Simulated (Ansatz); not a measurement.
# Dissociation curves of AlH (SMILES [AlH])

AlH has 2 atoms, charge 0, and is taken as a singlet. As SMILES, `[AlH]`. The shape is that of a PBE0-D4/def2-TZVP optimisation.

```xyz
2

Al    0.0000    0.0000   -0.0256
H     0.0000    0.0000    1.6391
```

The Al1–H2 distance is scanned; the parts on either side stay rigid. Basis cc-pVTZ, 5 core orbitals frozen in the correlated methods; program Ansatz 0.2.0. FCI is exact within this basis and core. Energies in eV from each method's value at 1.665 Å; methods without a U are spin-restricted. The shape above is that at 1.665 Å.

```json
{"distance (Å)": "1.613", "revPBE": "0.02", "r2SCAN": "0.01", "CCSDT": "0.01", "CCSDT(Q)": "0.01", "FCI": "0.01"}
{"distance (Å)": "1.665", "revPBE": "0.00", "r2SCAN": "0.00", "CCSDT": "0.00", "CCSDT(Q)": "0.00", "FCI": "0.00"}
{"distance (Å)": "2.017", "revPBE": "0.32", "r2SCAN": "0.38", "CCSDT": "0.41", "CCSDT(Q)": "0.41", "FCI": "0.41"}
{"distance (Å)": "2.081", "revPBE": "0.43", "r2SCAN": "0.50", "CCSDT": "0.53", "CCSDT(Q)": "0.53", "FCI": "0.53"}
{"distance (Å)": "2.420", "revPBE": "1.05", "r2SCAN": "1.16", "CCSDT": "1.21", "CCSDT(Q)": "1.21", "FCI": "1.21"}
{"distance (Å)": "2.497", "revPBE": "1.19", "r2SCAN": "1.31", "CCSDT": "1.36", "CCSDT(Q)": "1.36", "FCI": "1.36"}
{"distance (Å)": "3.227", "revPBE": "2.32", "r2SCAN": "2.52", "CCSDT": "2.47", "CCSDT(Q)": "2.46", "FCI": "2.47"}
{"distance (Å)": "3.330", "revPBE": "2.45", "r2SCAN": "2.65", "CCSDT": "2.57", "CCSDT(Q)": "2.57", "FCI": "2.57"}
{"distance (Å)": "4.034", "revPBE": "3.09", "r2SCAN": "3.35", "CCSDT": "2.99", "CCSDT(Q)": "2.96", "FCI": "2.98"}
{"distance (Å)": "4.162", "revPBE": "3.17", "r2SCAN": "3.44", "CCSDT": "3.02", "CCSDT(Q)": "2.99", "FCI": "3.01"}
```

Departure from the FCI curve at its largest: revPBE -0.17 eV at 2.50 Å; r2SCAN +0.43 eV at 4.16 Å; CCSDT +0.01 eV at 4.16 Å; CCSDT(Q) -0.02 eV at 4.16 Å. For the functionals part of the departure is owed to the small basis.

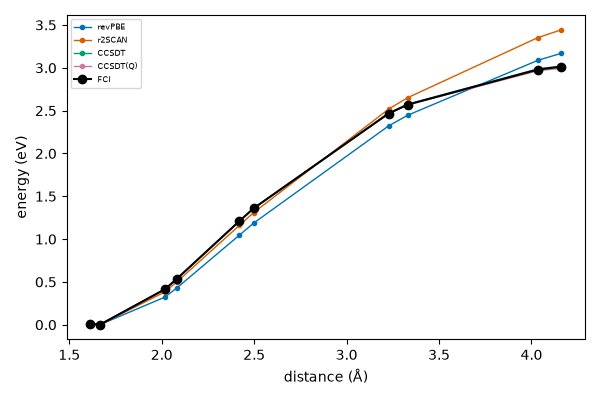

The curves of the table.
